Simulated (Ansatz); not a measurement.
## Breaking a bond in CHBr (SMILES [CH]Br)

The species is CHBr (3 atoms), meant as a triplet with charge 0. SMILES: `[CH]Br`. Geometry: relaxed at GFN2-xTB.

```xyz
3

C    -0.2785   -0.3413   -0.1870
Br    1.2579   -0.0616    0.6825
H    -0.9794    0.4029   -0.4956
```

The C1–H3 distance is scanned; the parts on either side stay rigid. Basis STO-3G, 10 core orbitals frozen in the correlated methods; program Ansatz 0.2.0. FCI is exact within this basis and core. Energies in eV from each method's value at 1.068 Å; open shells run as named. The shape above is that at 1.068 Å.

```tsv
distance (Å)	UPBE	U-revPBE	U-r2SCAN	UHSE06	UB2PLYP	UMP2	UBCCD(T)	FCI
1.068	0.00	0.00	0.00	0.00	0.00	0.00	0.00	0.00
1.335	0.62	0.60	0.71	0.74	0.74	0.79	0.64	0.64
1.602	2.02	1.98	2.22	2.31	2.33	2.71	2.10	2.09
2.136	3.95	3.87	4.15	4.25	4.15	4.34	4.04	4.00
2.670	4.28	4.17	4.52	4.49	4.32	4.38	4.21	4.20
```

Departure from the FCI curve at its largest: UPBE +0.09 eV at 2.67 Å; U-revPBE -0.13 eV at 2.14 Å; U-r2SCAN +0.33 eV at 2.67 Å; UHSE06 +0.30 eV at 2.67 Å; UB2PLYP +0.24 eV at 1.60 Å; UMP2 +0.62 eV at 1.60 Å; UBCCD(T) +0.03 eV at 2.14 Å. For the functionals part of the departure is owed to the small basis.

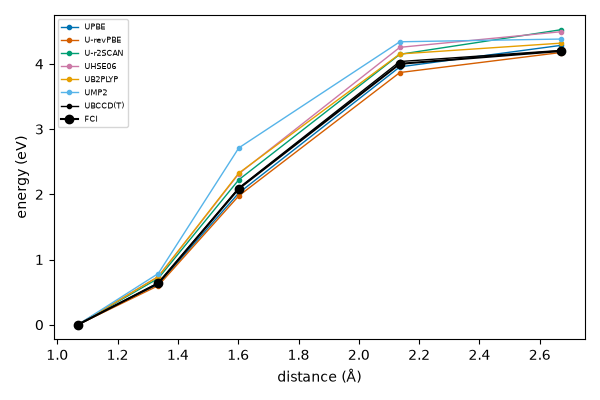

The curves of the table.
